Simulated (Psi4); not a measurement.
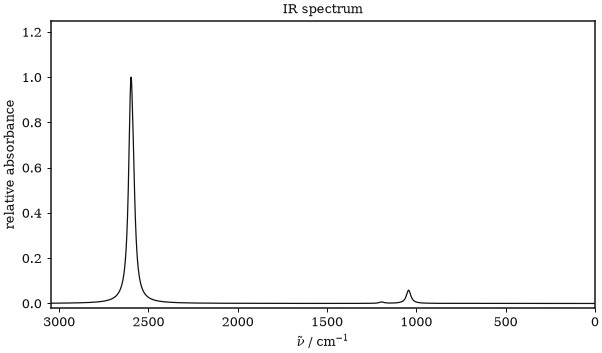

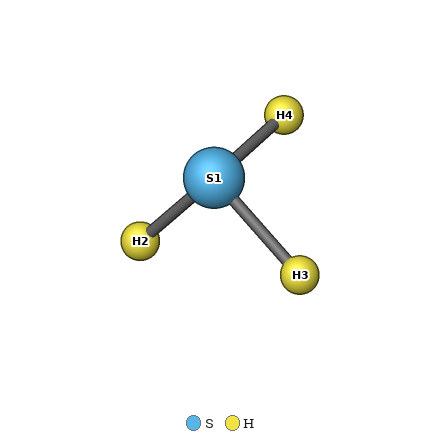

Infrared spectrum of H₃S⁺, SMILES [SH3+]. Unscaled harmonic wavenumbers and double-harmonic intensities, B3LYP/cc-pVDZ (dispersion D3(BJ)), Psi4, at a geometry relaxed at this level, isolated molecule. Modes within 2 cm⁻¹ of each other count as one line, with their intensities summed. Lorentzian lines of 30 cm⁻¹ full width. Close modes add up in the curve.

> List the modes.

| cm⁻¹ | km/mol |
| --- | --- |
| 1042.8 | 12.5 |
| 1193.3 (×2) | 1.3 |
| 2585.3 | 56.6 |
| 2598.5 (×2) | 180.7 |

Known limits of this run: double-zeta basis.
